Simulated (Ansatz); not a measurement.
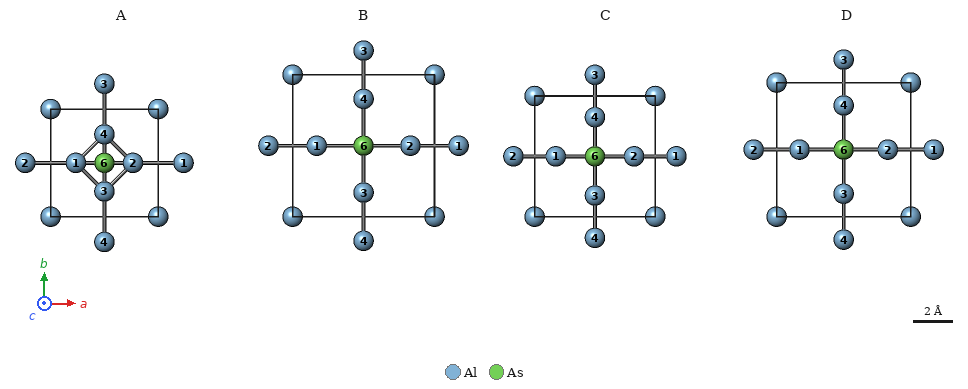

4 geometries from one relaxation of crystalline Al5As (a generated structure, set up in P4/mmm) (coarse preliminary run), in shuffled order. The picture is a ball-and-stick view of the cell of the calculation, seen along the c axis.

Level of theory: DFT PBE, scalar-relativistic, plane waves, PAW (Ansatz). Settings: plane-wave cutoff 420 eV; k-point mesh 4 × 4 × 4; occupations gaussian; smearing width 0.1 eV; no spin polarisation; cell and atoms relaxed; force threshold 0.04 eV/Å; at most 70 steps.

Put them in the order of the run, from the start to the converged end.

A, C, D, B. They are steps 0, 3, 6, 13, at +58.123 eV per cell of the calculation, +6.353 eV per cell of the calculation, +1.760 eV per cell of the calculation relative to the last. The largest moves relative to the cell, 0.48 Å, are those of Al atoms. As stays in place. Cell: a = b 5.606 → 7.392 Å (+31.9 %), c 3.818 → 2.816 Å (−26.2 %). Volume +28.3 %. Some distances before and after: Al–Al 2.101 → 3.450 Å, As–As 3.818 → 2.816 Å, Al–As 1.486 → 2.440 Å, Al–Al 2.634 → 2.513 Å. Bonds break, among them: Al–Al (2.10 → 3.45 Å). The space group stays P4/mmm (No. 123). After 11 accepted moves (13 points after the start) the energy has fallen by 58.123 eV per cell of the calculation. The largest force component goes from 58 to 0.0087 eV/Å. Pressure: 145.23 GPa at the start and 0.22 GPa at the end. At 2 points the geometry stayed and the basis and grid were re-selected for the new cell (energy shift of 0.313 eV per cell of the calculation at most each time).

Limits of the set-up: the k-point mesh is coarse for a cell with partly filled bands.
